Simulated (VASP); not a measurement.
Energy against volume of SnTe (rock salt). Level of theory: PBE GGA with D3 dispersion (zero damping), VASP's PBE PAW potentials (set 64) (plane waves; VASP).

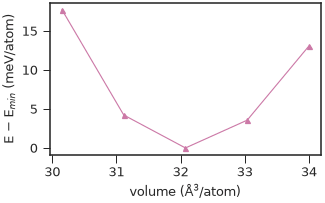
*Energy against volume*

Estimate the equilibrium volume and the bulk modulus.

The minimum lies near 32.1 Å³/atom, and the curvature gives B0 of about 42 GPa.

Measured: bulk modulus 37.8 GPa (computed value off by +10.8 %), as given by Cormac Toher et al., Physical Review Materials (2017), arXiv:1611.05714; a 6.316 Å (computed value off by +0.6 %), as given by Ayanesh Maiti et al., Applied Physics Letters (2022), arXiv:2109.01420. The calculation is for a static lattice, while the measured bulk modulus, a hold thermal and zero-point effects, which are part of the difference.

The compound is SnTe in the rock salt structure, which distorts at low temperature. It was relaxed first.
